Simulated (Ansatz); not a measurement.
# Fields on a plane of Nb3Te4 (space group P6_3/m)

```xyz
14
Lattice="10.6634 0.0000 0.0000 -5.3317 9.2348 0.0000 0.0000 0.0000 3.5929" Properties=species:S:1:pos:R:3 pbc="T T T"
Nb     4.6628     0.9514     0.8982
Nb     0.6689     8.2834     2.6946
Nb     1.5075     4.5138     2.6946
Nb     3.8242     4.7209     0.8982
Nb     7.5081     3.5624     0.8982
Nb    -2.1764     5.6723     2.6946
Te     5.3317     3.0783     2.6946
Te     0.0000     6.1565     0.8982
Te     2.1623     2.5035     0.8982
Te     3.1694     6.7313     2.6946
Te    -1.0869     3.1243     2.6946
Te     6.4186     6.1105     0.8982
Te     7.4142     0.6208     0.8982
Te    -2.0825     8.6139     2.6946
```

The slice is a (-1 1 0 0) plane (indices of the conventional cell) through the point (0.489, 0.103, 0.250) (fractional), spanned by u = [001] and v = [110] in vectors of this cell: u (3.59 Å) and v (10.66 Å, at 90° to u). It covers one period; positions are fractions (u, v).

Atoms on it: Nb at (0.00, 0.00). Other atoms lie within 1 Å of the plane.

Level of theory: PBEsol (plane waves to 420 eV, PAW, scalar-relativistic; Ansatz, a first-principles code). k mesh 4×4×10. Near the nuclei the fields are pseudised (PAW); where an atom keeps semicore shells as valence, they peak there. Nb3Te4 is run without spin polarisation. Nb3Te4 was relaxed with its symmetry unable to fall. Spin-orbit coupling is left out, though Te is heavy.

```
|xxxxxx  --####--  xxxx|
|xxxxxx  ==++++==  xxxx|
|xx    ..        ..    |
|------  xxxxxxxx  ----|
|##**::  xxxxxxxx  ::**|
|%%##..xxxxxxxxxxxx..##|
|@@##::xxxxxxxxxxxx::##|
|@@%%==  xxxxxxxx  ==%%|
|@@@@##--        --##@@|
|@@@@%%**==::::==**%%@@|
|@@@@%%**==----==**%%@@|
|%%%%##==..    ..==##%%|
|++++++::        ::++++|
|..::::    xxxx    ::::|
|                      |
|      ::..    ..::    |
|    ::++++++++++++::  |
|  ..==##%%%%%%%%##==..|
|..::++##@@@@@@@@##++::|
|  ..==##%%@@@@%%##==..|
|    --++########++--  |
|  ..--==--::::--==--..|
|::----    xxxx    ----|
|++++::  xxxxxxxx  ::++|
|##**..xxxxxxxxxxxx..++|
|##**..xxxxxxxxxxxx..**|
|****--  xxxxxxxx  --**|
|::----    xxxx    ----|
|xx    ::--::::--::    |
|xxxxxx  ==****==  xxxx|
|xxxxxx  --####--  xxxx|
|xxxxxxxx::####::xxxxxx|
```
Scale: ten equal steps from -1.00 (start of ' ') to 7.61 (end of '@'), in the order ' .:-=+*#%@'. Values: electrostatic potential energy of an electron, from the cell's mean, in eV. The map has 11 points along u (two characters each, u = 0 at the left) and 32 along v (v = 0 in the bottom row). Points within 1 Å of a nucleus are blanked (x), as the pseudised field means little there. Values under -1 eV are set to -1. The zero, the cell's mean, hangs on the PAW cores.

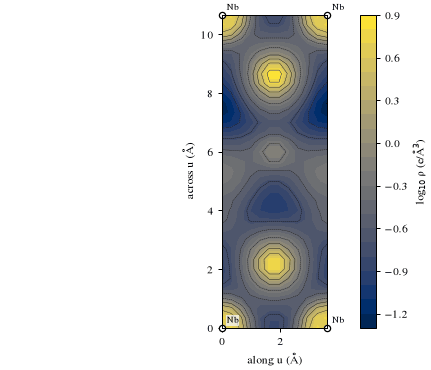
Fig. 1. Log₁₀ of the valence density in e/Å³, one period of the plane, atoms marked. The scale is logarithmic, as a density can span decades between atoms and voids.
